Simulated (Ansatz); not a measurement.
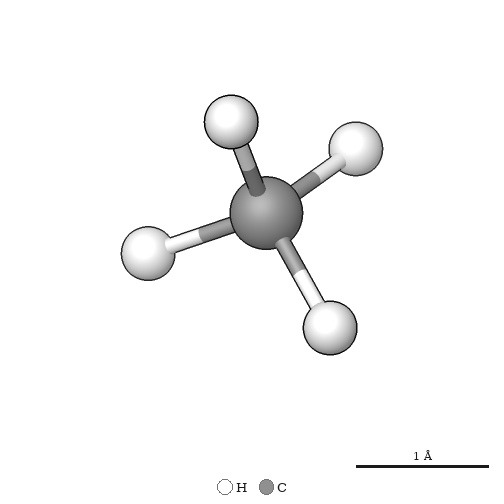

Every bond is drawn as one stick, whatever its order.

> What is the molecular formula?

CH₄, 5 atoms: 1 carbon and 4 hydrogen.

> Which point group does it belong to?

Td.

> Count the bonded pairs by element.

4 C–H. Sticks follow a distance rule.

> How many atoms are distinct by symmetry?

2: 4 H, 1 C.

More results for the same structure follow; atom numbers are the same in all pictures, views and colours differ. The computed structure is the end point of a PBE0-D4/def2-TZVP optimisation.

### Shape

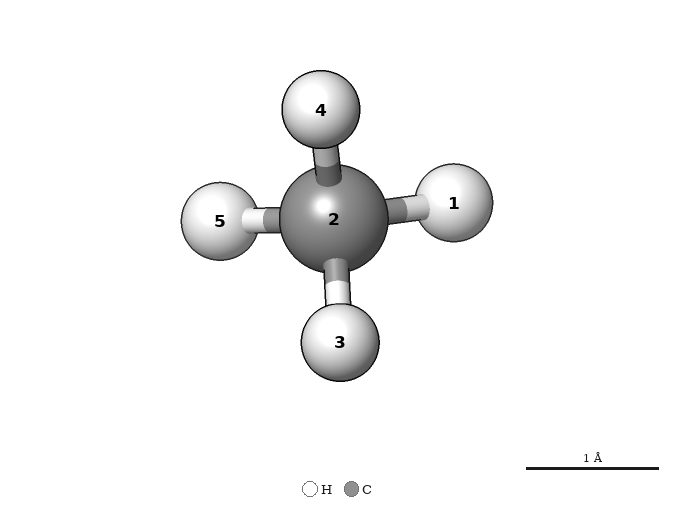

Numbered structure.

Give these bond angles: H1–C2–H3.

```csv
angle,degrees
H1–C2–H3,109.5
```

### Charges

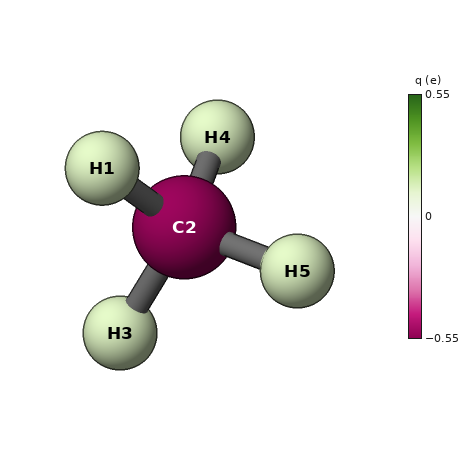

Atoms are coloured by their Mulliken charges. Method: RKS PBE0-D4/def2-TZVP (Ansatz 0.2.0).

Give the Mulliken charges atom by atom.

```tsv
atom	value (e)
H1	0.13
C2	−0.53
H3	0.13
H4	0.13
H5	0.13
```

### Electronic properties

Properties computed with RKS PBE0-D4/def2-TZVPP (Ansatz 0.2.0).

> Estimate the HOMO energy (Kohn–Sham orbital).

−10.98 eV.

> Give the HOMO–LUMO gap at this level.

12.68 eV.

### Thermal motion

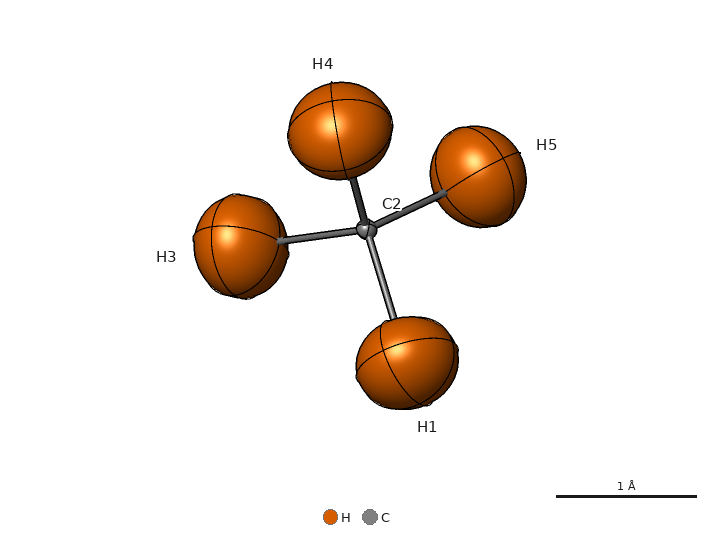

Displacement ellipsoids at the 50 % level, enlarged 3 times, from the internal vibrations of the free molecule (harmonic, no overall translation or rotation; no half-axis is drawn under 0.075 Å). Vibrations computed with RKS PBE0-D4/def2-TZVP (Ansatz 0.2.0). Temperature: 298 K.

> Which atom has the largest mean-square displacement?

H1, H3, H4, H5, with U_eq = 0.0061 Å².

List U_eq and the three principal root-mean-square amplitudes for each kind of atom.

```tsv
atom	U_eq (Å²)	rms amplitudes (Å)
H1, H3, H4, H5	0.0061	0.071, 0.082, 0.082
C2	0.00021	0.014, 0.014, 0.014
```

### Vibrations

Harmonic vibrations computed with RKS PBE0-D4/def2-TZVP (Ansatz 0.2.0) at a stationary point of the same level.

> List the wavenumbers.

9 modes: 1326, 1326, 1326, 1551, 1551, 3048, 3168, 3169, 3169 cm⁻¹.

Mulliken values depend strongly on the basis set and can even reverse the polarity of a bond.
